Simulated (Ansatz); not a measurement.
# One shape, several levels: [GeH3]− (SMILES [GeH3-])

We compute a comparison of 6 runs (HSE06/STO-3G, PBE0/STO-3G, revPBE/STO-3G, MP2/STO-3G, BCCD(T)/STO-3G, UCCSD(T)/STO-3G) of [GeH3]−. 

The results are computed with Ansatz 0.2.0.

3 further runs of the same task are left out: 2 that didn't finish, 1 set aside as unsound or not needed.

## Step 1: The molecule

[GeH3]−: 4 atoms, total charge -1, spin state singlet. SMILES: `[GeH3-]`. The H4–Ge1 distance was set to 3.515 Å, away from the relaxed value. At this shape a bond of the SMILES string is far longer than usual.

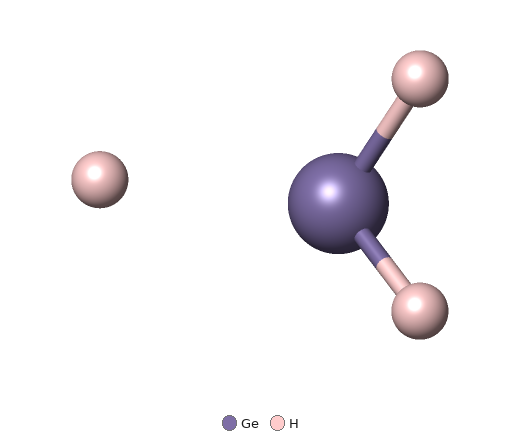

The structure, seen from a chosen angle (germanium purple, hydrogen pink).

## Step 2: The energy at HSE06/STO-3G (run 1)

Contents of job.yaml:

```yaml
crystal:
  periodic: [false, false, false]
  atoms:
    - {symbol: Ge, position_ang: [1.400923, -1.761153, -0.434712]}
    - {symbol: H, position_ang: [1.867043, -1.331903, 1.196598]}
    - {symbol: H, position_ang: [-0.008857, -2.576783, 0.209608]}
    - {symbol: H, position_ang: [-0.463100, 1.211260, -0.649430]}
basis:
  gaussian:
    orbitals: STO-3G
total_charge: -1
magnetization:
  spin_polarized: false
  initial_magnetization: 0
hamiltonian:
  xc: {name: HSE06}
accuracy: high
```

Started as:

```console
ansatz run job.yaml --threads 1 --pin off --max-ram 2610MiB --events-out events.jsonl --progress --plain --runs-dir runs
```

Output:

```text
Warning: RAYON_NUM_THREADS=1 ignored (pool sized by the plan → 1); use --threads N
Functional definition: HSE06
  name "HSE06"
  parameter a = 0.25
  parameter omega = 0.11/bohr
  exchange = pbe_x - a*pbe_x_sr(omega) + a*exact_x_sr(omega)
  correlation = pbe_c
251 factors; integrals over basis functions are off by at most 1.2e-8 eV
47 factors; integrals over basis functions are off by at most 9.9e-10 eV
mean field evaluation 1: about -55837.9203 eV, gradient 9.1e1 eV
mean field evaluation 2: about -55858.8768 eV, gradient 5.7e1 eV
mean field evaluation 4: about -55884.2589 eV, gradient 3.1e1 eV
mean field evaluation 8: about -55894.4225 eV, gradient 2.3e1 eV
mean field evaluation 16: about -55897.8688 eV, gradient 7.8e-4 eV
mean field evaluation 32: about -55893.5066 eV, gradient 1.9e1 eV
mean field -55897.86883678 eV, -2054.2087908154 hartree, gradient 2.7e-8 eV, S^2 0.000000; 6 other end points of the search recorded, 0 dependent functions left out
reference -55897.86883874 eV, -2054.2087908872 hartree; 18, 18 occupied and 3, 3 virtual orbitals, 251 factors
Total energy: -55897.86883874 eV, -2054.2087908872 hartree
```

It took 0.82 s on 1 thread of Intel Xeon Platinum 8559C (Emerald Rapids), shared host.

## Step 3: A single-point energy at PBE0/STO-3G (run 2)

Contents of in.yaml:

```yaml
crystal:
  periodic: [false, false, false]
  atoms:
    - {symbol: Ge, position_ang: [1.400923, -1.761153, -0.434712]}
    - {symbol: H, position_ang: [1.867043, -1.331903, 1.196598]}
    - {symbol: H, position_ang: [-0.008857, -2.576783, 0.209608]}
    - {symbol: H, position_ang: [-0.463100, 1.211260, -0.649430]}
basis:
  gaussian:
    orbitals: STO-3G
total_charge: -1
hamiltonian:
  xc: pbe0
accuracy: high
```

Started as:

```console
ansatz run in.yaml --threads 1 --pin off --max-ram 2610MiB --events-out events.jsonl --progress --plain --runs-dir runs
```

Output:

```text
Warning: RAYON_NUM_THREADS=1 ignored (pool sized by the plan → 1); use --threads N
Functional definition: PBE0
  name "PBE0"
[... 1 set-up line as earlier in the session ...]
  parameter kappa = 0.804
  parameter beta = 0.06672455060314922
  exchange = (1 - a)*pbe_x(kappa = kappa, mu = beta*pi^2/3) + a*exact_x
  correlation = pbe_c(beta = beta)
251 factors; integrals over basis functions are off by at most 1.2e-8 eV
mean field evaluation 1: about -55841.7549 eV, gradient 8.1e1 eV
mean field evaluation 2: about -55861.2697 eV, gradient 5.5e1 eV
mean field evaluation 4: about -55881.5026 eV, gradient 2.7e1 eV
mean field evaluation 8: about -55896.7280 eV, gradient 9.4e0 eV
mean field evaluation 16: about -55897.9333 eV, gradient 8.4e-2 eV
mean field evaluation 32: about -55885.6163 eV, gradient 5.7e1 eV
mean field -55897.93352403 eV, -2054.2111680277 hartree, gradient 5.7e-8 eV, S^2 0.000000; 6 other end points of the search recorded, 0 dependent functions left out
reference -55897.93352549 eV, -2054.2111680816 hartree; 18, 18 occupied and 3, 3 virtual orbitals, 251 factors
Total energy: -55897.93352549 eV, -2054.2111680816 hartree
```

Run time: 0.76 s. Hardware: 1 thread of Intel Xeon Platinum 8559C (Emerald Rapids), shared host.

Run 3 isn't shown in full; the table further down has it.

## Step 4: The energy at MP2/STO-3G (run 4)

Contents of input.yaml:

```yaml
basis:
  gaussian: {orbitals: STO-3G}
crystal:
  periodic: [false, false, false]
  atoms:
    - {symbol: Ge, position_ang: [1.400923, -1.761153, -0.434712]}
    - {symbol: H, position_ang: [1.867043, -1.331903, 1.196598]}
    - {symbol: H, position_ang: [-0.008857, -2.576783, 0.209608]}
    - {symbol: H, position_ang: [-0.463100, 1.211260, -0.649430]}
total_charge: -1
correlation: {method: mp2, frozen_orbitals: {Ge: 9, H: 0}}
accuracy: high
```

Started as:

```console
ansatz run input.yaml --threads 1 --pin off --max-ram 2610MiB --events-out events.jsonl --progress --plain --runs-dir runs
```

Output:

```text
Warning: RAYON_NUM_THREADS=1 ignored (pool sized by the plan → 1); use --threads N
Functional definition: HF
  name "HF"
  exchange = exact_x
  correlation = 0
251 factors; integrals over basis functions are off by at most 1.2e-8 eV
mean field evaluation 1: about -55863.5377 eV, gradient 8.9e0 eV
mean field evaluation 2: about -55863.5484 eV, gradient 8.9e0 eV
mean field evaluation 4: about -55865.0506 eV, gradient 1.7e0 eV
mean field evaluation 8: about -55865.0924 eV, gradient 3.6e-2 eV
mean field -55865.09238943 eV, -2053.0042785918 hartree, gradient 6.3e-8 eV, S^2 0.000000; 0 other end points of the search recorded, 0 dependent functions left out; unrestricted orbitals would lower it
mean field evaluation 16: about -55867.2146 eV, gradient 3.4e0 eV
unrestricted determinant -55867.67274326 eV, -2053.0991048462 hartree, S^2 0.9914
9 core orbitals not correlated: weight in the atoms' cores, before any rotation towards them, 1.000 or more for the frozen orbitals, at most 0.000 for the correlated occupied ones
reference -55865.09238943 eV, -2053.0042785918 hartree; 9, 9 occupied and 3, 3 virtual orbitals, 251 factors
second order -2.18975019 eV of doubles, -0.00000000 eV of singles
WARN: the method's energy lies above the unrestricted determinant's, so it is not that of the lowest state
Total energy: -55867.28213962 eV, -2053.0847504269 hartree
```

It took 0.12 s on 1 thread of Intel Xeon Platinum 8559C (Emerald Rapids), shared host.

Run 5 isn't shown in full; the table further down has it.

## Step 5: The energy at UCCSD(T)/STO-3G (run 6)

Contents of job.yaml:

```yaml
crystal:
  periodic: [false, false, false]
  atoms:
    - symbol: Ge
      position_ang: [1.400923, -1.761153, -0.434712]
    - symbol: H
      position_ang: [1.867043, -1.331903, 1.196598]
    - symbol: H
      position_ang: [-0.008857, -2.576783, 0.209608]
    - symbol: H
      position_ang: [-0.463100, 1.211260, -0.649430]
basis:
  gaussian: {orbitals: STO-3G}
total_charge: -1
magnetization: {spin_polarized: true, initial_magnetization: 0}
correlation: {method: ccsd_t, frozen_orbitals: {Ge: 9, H: 0}}
accuracy: high
scf: {omitted_lower_state_checks: [cluster_reference, increment]}
```

Started as:

```console
ansatz run job.yaml --threads 1 --pin off --max-ram 2610MiB --events-out events.jsonl --progress --plain --runs-dir runs
```

Output:

```text
Warning: RAYON_NUM_THREADS=1 ignored (pool sized by the plan → 1); use --threads N
[... 13 lines left out ...]
9 core orbitals not correlated: weight in the atoms' cores, before any rotation towards them, 1.000 or more for the frozen orbitals, at most 0.000 for the correlated occupied ones
[... 38 lines left out ...]
Total energy: -55868.99152730 eV, -2053.1475692656 hartree
Checks for a lower state left out: cluster_reference, increment
```

Run time: 0.28 s. Hardware: 1 thread of Intel Xeon Platinum 8559C (Emerald Rapids), shared host.

## Step 6: Overview of the runs

```
run            level  frozen core orbitals   energy (Eh)  wall time
  1     HSE06/STO-3G                     –  -2054.208791     0.82 s
  2      PBE0/STO-3G                     –  -2054.211168     0.76 s
  3    revPBE/STO-3G                     –  -2054.280565      1.4 s
  4       MP2/STO-3G                     9  -2053.084750     0.12 s
  5   BCCD(T)/STO-3G                     9  -2053.149500     0.16 s
  6  UCCSD(T)/STO-3G                     9  -2053.147569     0.28 s
```

## Step 7: Summary of results

```
                                          quantity           value
                               run 6: total energy  -2053.14757 Eh
run 6: correlation energy (9 core orbitals frozen)       -48.5 mEh
                             run 6: (T) correction       -0.34 mEh
          run 6: ⟨S²⟩ of the reference determinant           0.991
                              run 6: T1 diagnostic           0.020
```

Totals of different functionals can't be ranked against each other. In runs 4, 5 the log says that unrestricted orbitals would lower the reference, so the values rest on an unstable closed-shell determinant (other closed-shell runs at this shape may share the fault). In runs 1, 2, 3, 4, 5, 6 the basis is minimal, so the values are rough. Spin contamination of the reference: run 6 ⟨S²⟩ = 0.99. Where it is this large, the reference is a mixture of spin states, and values that rest on it are in doubt. All runs together took 3.5 s, the longest 1.4 s.
